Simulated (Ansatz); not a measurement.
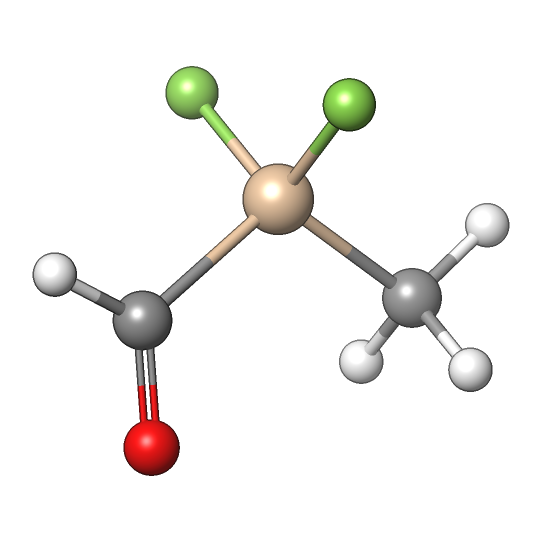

The picture shows a molecular structure as a ball-and-stick model. Double and triple bonds are drawn as two and three sticks. Colours: carbon grey, silicon light orange, fluorine green, oxygen red, hydrogen white.

Description:

It has 10 atoms: 2 carbon, 4 hydrogen, 2 fluorine, 1 oxygen and 1 silicon (C₂H₄F₂OSi). Its SMILES string is `C[Si](F)(F)C=O`. It has no ring. The point group is Cs. Coordination: 1 C tetrahedral; 1 Si tetrahedral; 1 C trigonal planar.

More results for the same structure follow; atom numbers are the same in all pictures, views and colours differ. The computed structure is the end point of a PBE0-D4/def2-TZVP optimisation. No frequency run is at hand to confirm it as a minimum.

### Shape

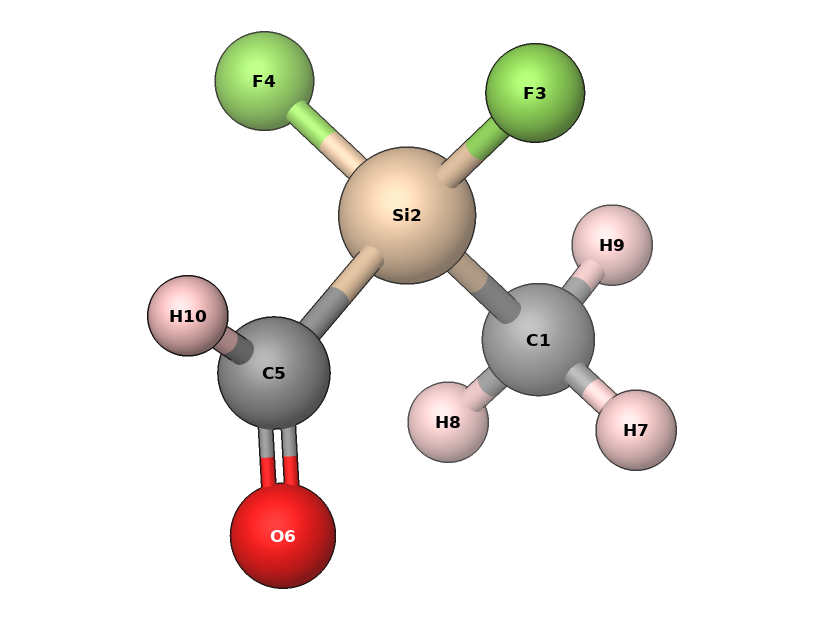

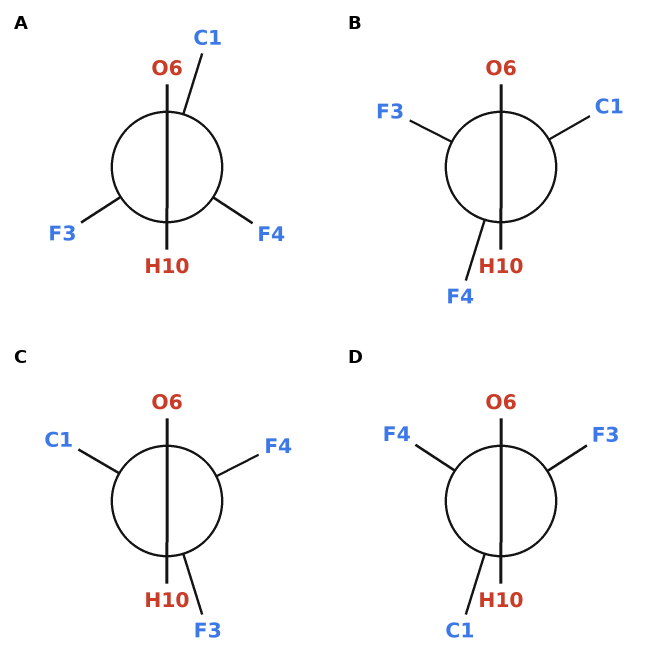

Distant atoms are faded towards the background colour. Bonds that would overlap in a projection are set slightly apart. No frequency run is at hand to confirm it as a minimum.

**Which Newman projection shows the view along C5–Si2, with C5 in front?**

A. The torsion angle O6–C5–Si2–F3 is −123°, anticlinal.

### Dipole moment

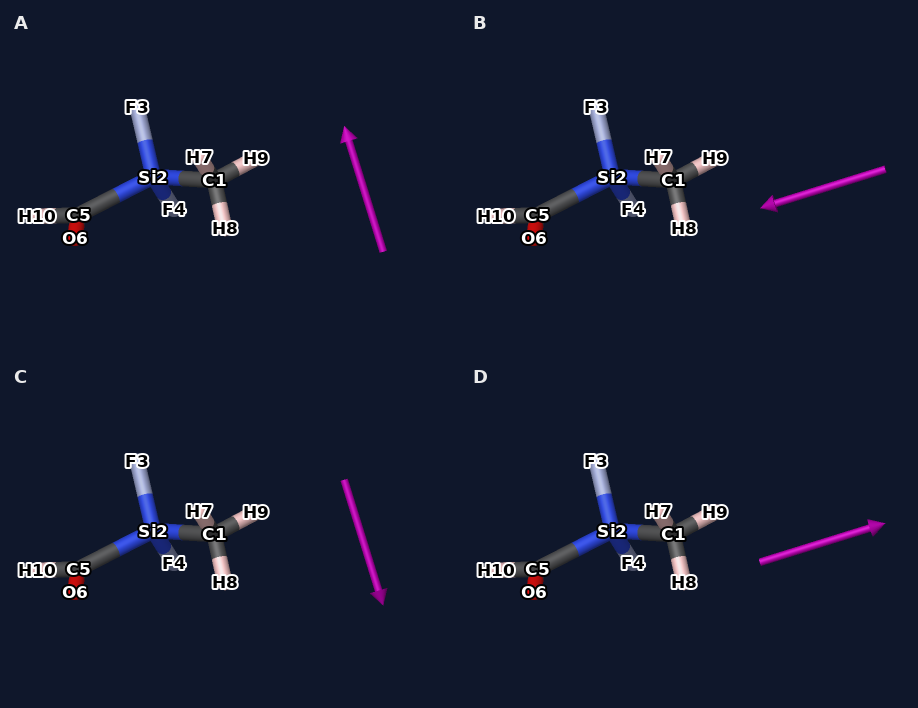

The same molecule four times, each with an arrow. No frequency run is at hand to confirm it as a minimum. Method: RKS B3LYP-D4/def2-TZVPP (Ansatz 0.2.0).

**Which arrow points along the dipole moment, from the negative to the positive end?**

D. The dipole moment is 0.95 D; it points from the side of H10 to the side of H9 (the outermost atoms at the two ends).

### Levels of theory compared

No frequency run is at hand to confirm it as a minimum. Program: Ansatz 0.2.0.

Tabulate HOMO energy (eV) at these levels: B3LYP-D4/def2-TZVPP; PBE-D4/def2-TZVPP; PBE0-D4/def2-TZVPP; r2SCAN-D4/def2-TZVPP; ωB97M-V/def2-TZVPP; ωB97X-V/def2-TZVPP.

| level | HOMO energy (eV) |
| --- | --- |
| B3LYP-D4/def2-TZVPP | −7.19 |
| PBE-D4/def2-TZVPP | −5.83 |
| PBE0-D4/def2-TZVPP | −7.39 |
| r2SCAN-D4/def2-TZVPP | −6.12 |
| ωB97M-V/def2-TZVPP | −9.72 |
| ωB97X-V/def2-TZVPP | −9.81 |

### Charges

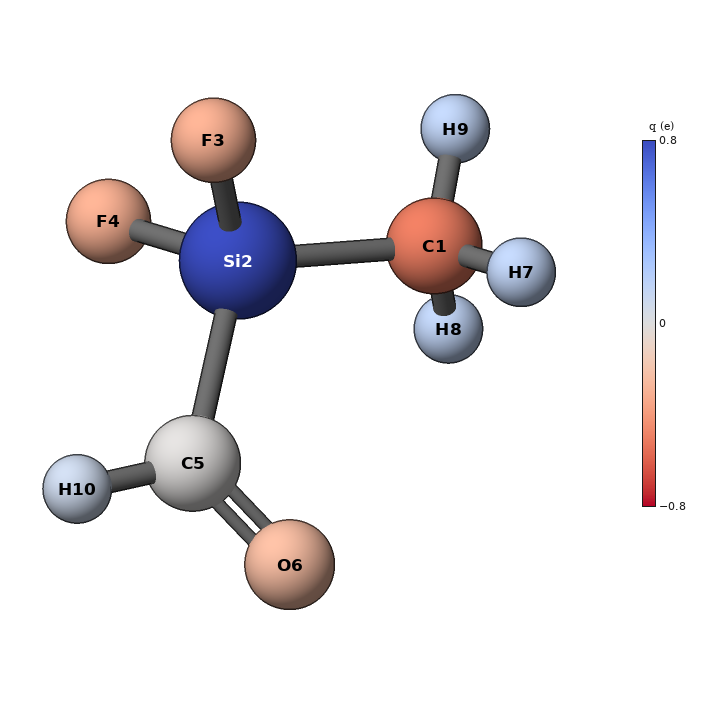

Atoms are coloured by their Mulliken charges. No frequency run is at hand to confirm it as a minimum. Properties computed with RKS PBE0-D4/def2-TZVP (Ansatz 0.2.0).

Give the Mulliken charges atom by atom.

```tsv
atom	value (e)
C1	−0.50
Si2	0.80
F3	−0.30
F4	−0.30
C5	−0.01
O6	−0.24
H7	0.16
H8	0.16
H9	0.16
H10	0.09
```

Mulliken values depend strongly on the basis set and can even reverse the polarity of a bond.
